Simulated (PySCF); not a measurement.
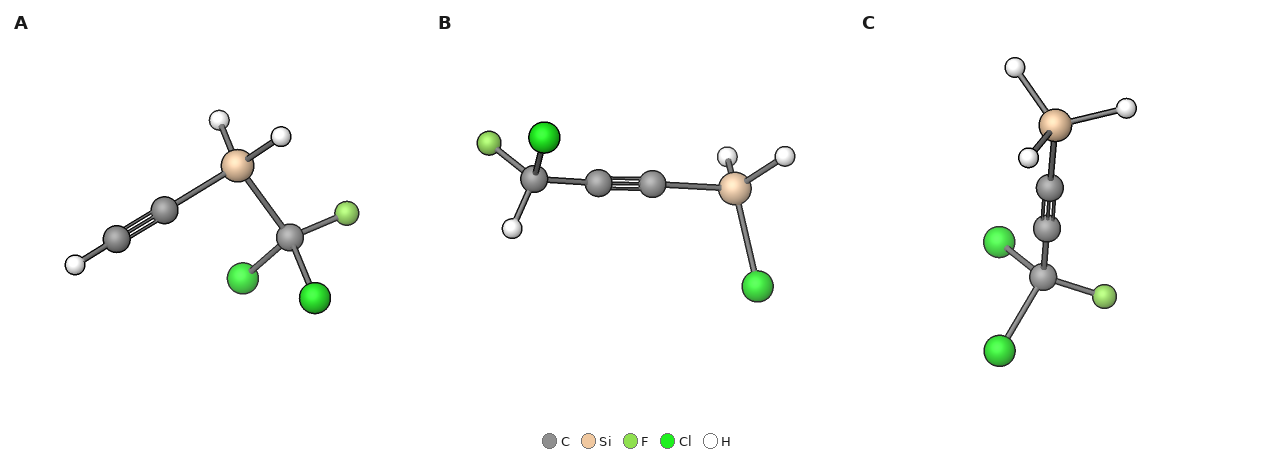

3 stationary structures of one formula. Geometries: GFN2-xTB. Electronic energies: B3LYP/def2-SVPD (PySCF 2.14.0), without zero-point energy. No frequency run is at hand to confirm each as a minimum. Each is one conformer, not always the lowest.

### Which structure is the most stable?

B is lowest; A lies 150.3 kJ/mol above it, C lies 160.7 kJ/mol above it. A is `C#C[SiH2]C(F)(Cl)Cl`, B is `F[C@H](Cl)C#C[SiH2]Cl`, C is `FC(Cl)(Cl)C#C[SiH3]`.

The geometry is semi-empirical. Around Si such bond lengths and angles can be off by a tenth of an ångström or more and by several degrees, and values that hang on the shape move with them.
